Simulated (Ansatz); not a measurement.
The crystal is MoSi2N4/MoSi2N4 (MoSi2N4 type bilayer).

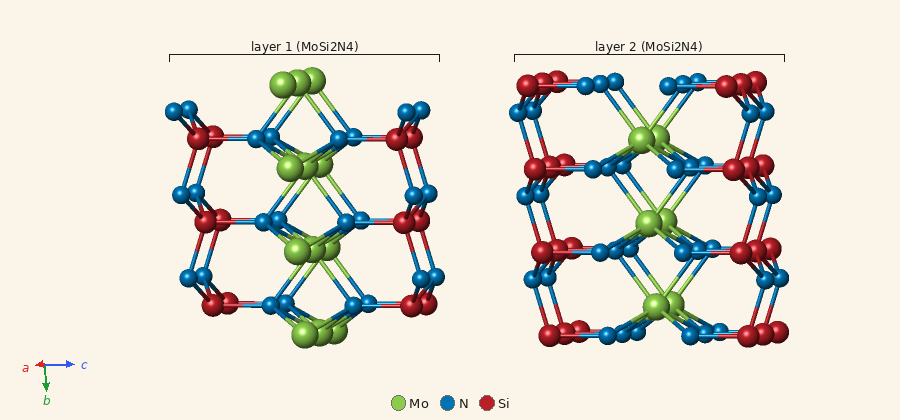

The structure (molybdenum green, nitrogen blue, silicon red). Bonds to atoms that aren't drawn are left out. 2×3×1 cells are drawn. Some periodic images of atoms are drawn too.

The cell holds 14 atoms: 2 Mo, 8 N and 4 Si. Cell: a = 2.893 Å, b = 2.893 Å, c = 57.900 Å, α = 90.0°, β = 90.0°, γ = 120.0°. Regions: layer 1 (MoSi2N4), 7 atoms (1 Mo, 4 N and 2 Si); layer 2 (MoSi2N4), 7 atoms (1 Mo, 4 N and 2 Si). Vacuum lies along c.

```xyz
14
Lattice="2.8930 0.0000 0.0000 -1.4465 2.5054 0.0000 0.0000 0.0000 57.9000" Properties=species:S:1:pos:R:3
Mo    0.0000    0.0000   23.7806
N     0.0000    1.6703   25.0235
N     0.0000    1.6703   22.5372
Si    0.0000    1.6703   26.7627
Si    0.0000    1.6703   20.7973
N     1.4465    0.8351   27.2715
N     1.4465    0.8351   20.2862
Mo    0.0000    1.6703   34.1194
N     0.0000    0.0000   35.3628
N     0.0000    0.0000   32.8765
Si    0.0000    0.0000   37.1027
Si    0.0000    0.0000   31.1373
N     1.4465    0.8351   37.6138
N     1.4465    0.8351   30.6285
```

The structure was relaxed with PBE-D3(BJ). At the settings of the band run the largest force is still 0.13 eV/Å. The runs that relaxed it are not among those shown.

Gaps computed with Ansatz 0.2.0 without a self-energy: PBE 1.75 eV, PBE+SOC 1.75 eV and HSE06 2.31 eV.

Estimate the G0W0@PBE gap with 6×6×1 mesh, 388 empty bands, screening to 55 eV, PAW set soft_1 files.

About 2.52 eV: on its mesh the run moves the gap from 1.75 eV by +0.78 eV. Among the scalar-relativistic levels given, HSE06 is nearest (−0.21 eV). Bands and cutoff are finite, so the gap is not at the basis limit. The miss can reach some tenths of an eV and take either sign; the mesh is an error of its own. The mesh in the plane is coarse for a sheet; gap and any exciton binding can still move on denser ones. The many-body steps are scalar-relativistic: spin-orbit coupling is not in them.

[Paths, hosts, dates, memory and timing lines, banners, echoed tables and standing remarks are left out of the program output.]

[Logs are printed without paths, hosts, clocks, repeated set-up lines and the standing remarks that a program may print on its own settings, such as how far it seeks lower states.]

[Runs of the session that timed out or met a known fault of the program may be left out.]

[Cells called generated may have been cut or substituted from an entry of the Crystallography Open Database or the Materials Project.]

[Hosts, paths, dates, database ids (printed as entryN), source tags and the programs' standing remarks are cut or masked in the printed files.]
